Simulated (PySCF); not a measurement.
# TbF3(H2O): other functionals and bases at one geometry

How far do other levels of theory move the description of TbF3(H2O), and what does each cost? The species was built from a template and needn't be a known compound.

Computed with PySCF 2.14.0. Level: several levels, as the steps say, no spin–orbit coupling.

1 further run of the same task is left out (for a known fault of the program).

**1. Where the work starts**

7 atoms, charge 0, spin multiplicity 1.

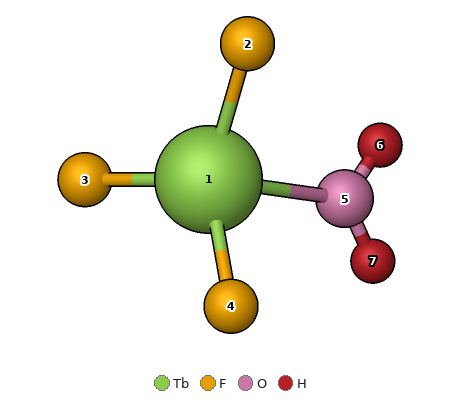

The geometry (terbium green, fluorine amber, oxygen pink, hydrogen red); atoms are numbered from 1 in the order of the file.

Geometry (Å):

```xyz
7
charge 0, multiplicity 1
Tb    0.0818   -0.0873    0.0873
F     1.0805    1.3587    1.1227
F    -1.3054   -1.1405    1.1405
F     1.0805   -1.1227   -1.3587
O    -1.3020    1.3206   -1.3206
H    -1.6344    2.2008   -1.1038
H    -1.6344    1.1038   -2.2008
```

Formal oxidation states: Tb +3. Each metal's 8 4f electrons lie in its core potential, so multiplicities, spins and levels count the valence alone. An earlier session relaxed this geometry at PBE0, Tb lcecp-1-SVP with ECP54, F def2-SVP, O def2-SVP, H def2-SVP (singlet, point group Cs).

At PBE0 on the finer grid: E = -412.070997 Eh, HOMO -9.44 eV, LUMO -1.16 eV, Mulliken charge on Tb1 +1.21 e, largest force component 0.020 eV/Å. 

Levels to run: BP86; HF; PBE0, TZVP. Hardware: 2 threads of Arm Neoverse V2, shared host.

**2. BP86**

Input file run.py (the lines that set the calculation):

```python
mol = gto.M(atom='''
Tb     0.08182    -0.08729     0.08729
F      1.08051     1.35868     1.12274
F     -1.30541    -1.14051     1.14051
F      1.08051    -1.12274    -1.35868
O     -1.30201     1.32064    -1.32064
H     -1.63438     2.20076    -1.10379
H     -1.63438     1.10379    -2.20076''',
    basis={'Tb': 'lcecp-1-SVP', 'F': 'def2-SVP', 'O': 'def2-SVP', 'H': 'def2-SVP'},
    ecp={'Tb': 'lcecp-1-SVP'},
    charge=0, spin=0)
mf = dft.RKS(mol, xc='B88,P86')
mf.grids.atom_grid = (75, 302)  # f atoms: unpruned, at least (60, 302)
mf = mf.density_fit()  # fitting sets: Tb AutoAux, F def2-universal-JKFIT, O def2-universal-JKFIT, H def2-universal-JKFIT
mf.conv_tol = 1e-08; mf.max_cycle = 55
mf.kernel(dm0)  # dm0: the density of the relaxed state
```

Run with:

```bash
$ OMP_NUM_THREADS=2 python run.py
```

Standard output:

```text
init E= -412.497597029427
  HOMO = -0.269011380405896  LUMO = -0.0673904575180693  gap/eV = 5.48638
cycle= 1 E= -412.497221964835  delta_E= 0.000375  |g|= 0.154  |ddm|= 0.313
  HOMO = -0.301295557194689  LUMO = -0.0634540089204521  gap/eV = 6.47200
cycle= 2 E= -412.477221281552  delta_E= 0.02  |g|= 0.369  |ddm|= 0.391
  HOMO = -0.277548067995889  LUMO = -0.0656676272063628  gap/eV = 5.76556
cycle= 3 E= -412.50207947538  delta_E= -0.0249  |g|= 0.0163  |ddm|= 0.247
  HOMO = -0.278443992981152  LUMO = -0.0662526180603642  gap/eV = 5.77402
cycle= 4 E= -412.50215298493  delta_E= -7.35e-05  |g|= 0.00393  |ddm|= 0.0223
  HOMO = -0.278344250069966  LUMO = -0.0664460342545006  gap/eV = 5.76604
cycle= 5 E= -412.502155482661  delta_E= -2.5e-06  |g|= 0.00148  |ddm|= 0.00326
  HOMO = -0.278265170545593  LUMO = -0.0664118645556684  gap/eV = 5.76482
cycle= 6 E= -412.50215587527  delta_E= -3.93e-07  |g|= 0.000173  |ddm|= 0.000976
  HOMO = -0.278271784082622  LUMO = -0.0664069179571207  gap/eV = 5.76514
cycle= 7 E= -412.502155878865  delta_E= -3.59e-09  |g|= 0.000109  |ddm|= 0.000143
  HOMO = -0.278275442463521  LUMO = -0.0664057151603608  gap/eV = 5.76527
cycle= 8 E= -412.50215588093  delta_E= -2.07e-09  |g|= 2.08e-05  |ddm|= 7.33e-05
  HOMO = -0.278279521453577  LUMO = -0.0664051791968738  gap/eV = 5.76539
Extra cycle  E= -412.502155880586  delta_E= 3.44e-10  |g|= 4.86e-05  |ddm|= 4.76e-05
converged SCF energy = -412.502155880586
```

It took 6.3 s on 2 threads of Arm Neoverse V2, shared host.

Read off: E = -412.502156 Eh, HOMO -7.57 eV, LUMO -1.81 eV, Mulliken charge on Tb1 +0.99 e, largest force component 0.515 eV/Å. 

**3. HF**

run.py (the lines that set the calculation): that of step 2 with these lines changed.

```diff
@@ -11,4 +11,3 @@
     charge=0, spin=0)
-mf = dft.RKS(mol, xc='B88,P86')
-mf.grids.atom_grid = (75, 302)  # f atoms: unpruned, at least (60, 302)
+mf = scf.RHF(mol)
 mf = mf.density_fit()  # fitting sets: Tb AutoAux, F def2-universal-JKFIT, O def2-universal-JKFIT, H def2-universal-JKFIT
```

Run with:

```bash
$ OMP_NUM_THREADS=2 python run.py
```

Standard output:

```text
init E= -410.355578434834
  HOMO = -0.546233751393313  LUMO = 0.0451876419485515  gap/eV = 16.09340
cycle= 1 E= -410.38562952935  delta_E= -0.0301  |g|= 0.104  |ddm|= 0.469
  HOMO = -0.530182975818877  LUMO = 0.0416881769063302  gap/eV = 15.56141
cycle= 2 E= -410.387162436182  delta_E= -0.00153  |g|= 0.0502  |ddm|= 0.115
  HOMO = -0.539724007983051  LUMO = 0.0422916192345291  gap/eV = 15.83745
cycle= 3 E= -410.387632498034  delta_E= -0.00047  |g|= 0.0128  |ddm|= 0.0375
  HOMO = -0.537259883144549  LUMO = 0.0423314668937458  gap/eV = 15.77148
cycle= 4 E= -410.387663148523  delta_E= -3.07e-05  |g|= 0.00124  |ddm|= 0.0115
  HOMO = -0.537205861891542  LUMO = 0.0423004347004401  gap/eV = 15.76917
cycle= 5 E= -410.387663812241  delta_E= -6.64e-07  |g|= 0.000346  |ddm|= 0.002
  HOMO = -0.537149046942413  LUMO = 0.042315530725535  gap/eV = 15.76803
cycle= 6 E= -410.387663890958  delta_E= -7.87e-08  |g|= 0.000118  |ddm|= 0.000728
  HOMO = -0.537144387552241  LUMO = 0.0423139961758068  gap/eV = 15.76787
cycle= 7 E= -410.38766389551  delta_E= -4.55e-09  |g|= 3.32e-05  |ddm|= 0.00013
  HOMO = -0.537141931442175  LUMO = 0.04231452331382  gap/eV = 15.76781
Extra cycle  E= -410.387663895898  delta_E= -3.87e-10  |g|= 1.69e-05  |ddm|= 3.47e-05
converged SCF energy = -410.387663895898
```

Run time: 2.5 s. Hardware: 2 threads of Arm Neoverse V2, shared host.

Read off: E = -410.387664 Eh, HOMO -14.62 eV, LUMO 1.15 eV, Mulliken charge on Tb1 +1.72 e, largest force component 0.783 eV/Å. 

**4. PBE0, TZVP**

Basis: Tb lcecp-1-TZVP with ECP54, F def2-TZVP, O def2-TZVP, H def2-TZVP. 

Input file run.py (the lines that set the calculation):

```python
mol = gto.M(atom='''
Tb     0.08182    -0.08729     0.08729
F      1.08051     1.35868     1.12274
F     -1.30541    -1.14051     1.14051
F      1.08051    -1.12274    -1.35868
O     -1.30201     1.32064    -1.32064
H     -1.63438     2.20076    -1.10379
H     -1.63438     1.10379    -2.20076''',
    basis={'Tb': 'lcecp-1-TZVP', 'F': 'def2-TZVP', 'O': 'def2-TZVP', 'H': 'def2-TZVP'},
    ecp={'Tb': 'lcecp-1-TZVP'},
    charge=0, spin=0)
mf = dft.RKS(mol, xc='PBE0')
mf.grids.atom_grid = (75, 302)  # f atoms: unpruned, at least (60, 302)
mf = mf.density_fit()  # fitting sets: Tb AutoAux, F def2-universal-JKFIT, O def2-universal-JKFIT, H def2-universal-JKFIT
mf.conv_tol = 1e-08; mf.max_cycle = 55
mf.kernel(dm0)  # dm0: free metal ions and neutral atoms
```

Run with:

```bash
$ OMP_NUM_THREADS=2 python run.py
```

Standard output:

```text
init E= -417.383405989724
  HOMO = -0.353608009895808  LUMO = -0.0690182916871002  gap/eV = 7.74408
cycle= 1 E= -412.502326068689  delta_E= 4.88  |g|= 0.475  |ddm|= 1.97
  HOMO = -0.322396996609621  LUMO = -0.0716978637746379  gap/eV = 6.82187
cycle= 2 E= -412.521344950001  delta_E= -0.019  |g|= 0.249  |ddm|= 0.415
  HOMO = -0.371850029094045  LUMO = -0.0512571243746081  gap/eV = 8.72378
cycle= 3 E= -412.52287568526  delta_E= -0.00153  |g|= 0.249  |ddm|= 0.231
  HOMO = -0.352993052304522  LUMO = -0.0520266620595038  gap/eV = 8.18971
cycle= 4 E= -412.531838764975  delta_E= -0.00896  |g|= 0.0182  |ddm|= 0.109
  HOMO = -0.354438407852737  LUMO = -0.052314461132724  gap/eV = 8.22121
cycle= 5 E= -412.531884539155  delta_E= -4.58e-05  |g|= 0.00494  |ddm|= 0.0089
  HOMO = -0.35431852484773  LUMO = -0.0521848671252911  gap/eV = 8.22148
cycle= 6 E= -412.531888378609  delta_E= -3.84e-06  |g|= 0.00099  |ddm|= 0.00263
  HOMO = -0.354352157805444  LUMO = -0.0521946761583649  gap/eV = 8.22212
cycle= 7 E= -412.53188854103  delta_E= -1.62e-07  |g|= 0.000112  |ddm|= 0.000537
  HOMO = -0.354343638371878  LUMO = -0.0521906067235705  gap/eV = 8.22200
cycle= 8 E= -412.531888543873  delta_E= -2.84e-09  |g|= 3.35e-05  |ddm|= 0.00016
  HOMO = -0.354346122360724  LUMO = -0.0521901028213705  gap/eV = 8.22208
Extra cycle  E= -412.53188854362  delta_E= 2.54e-10  |g|= 5.41e-05  |ddm|= 4.1e-05
converged SCF energy = -412.53188854362
```

Run time: 16 s. Hardware: 2 threads of Arm Neoverse V2, shared host.

Read off: E = -412.531889 Eh, HOMO -9.64 eV, LUMO -1.42 eV, Mulliken charge on Tb1 +1.63 e, largest force component 0.219 eV/Å. 

**5. All levels side by side**

| level | state | HOMO (eV) | gap (eV) | charge on Tb1 (e) | dipole (D) | largest force (eV/Å) | basis functions | time |
| --- | --- | --- | --- | --- | --- | --- | --- | --- |
| PBE0 (relaxed here) | singlet | -9.44 | 8.29 | 1.21 | 6.73 | 0.02 | 99 | 15 s |
| BP86 | singlet | -7.57 | 5.77 | 0.99 | 6.56 | 0.51 | 99 | 6.3 s |
| HF | singlet | -14.62 | 15.77 | 1.72 | 7.09 | 0.78 | 99 | 2.5 s |
| PBE0, TZVP | singlet | -9.64 | 8.22 | 1.63 | 6.73 | 0.22 | 183 | 16 s |

Times are on 2 threads of Arm Neoverse V2, shared host; the first row also made further properties.

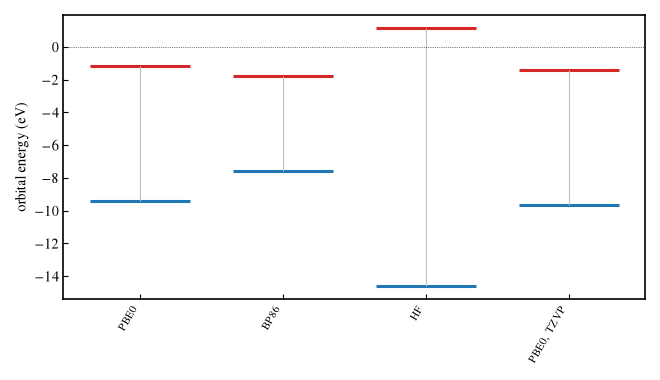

Highest filled and lowest empty level, method by method.

In one basis the HOMO–LUMO gap runs from 5.77 eV (BP86) to 15.77 eV (HF). The largest leftover force, 0.78 eV/Å with HF, stands at a geometry relaxed at another level. The Mulliken charge on Tb spans +0.99 to +1.72 e over the levels. With 4f in the core, its levels are missing from HOMO and gap. Total energies of different levels can't be compared. Spin–orbit coupling is left out throughout.
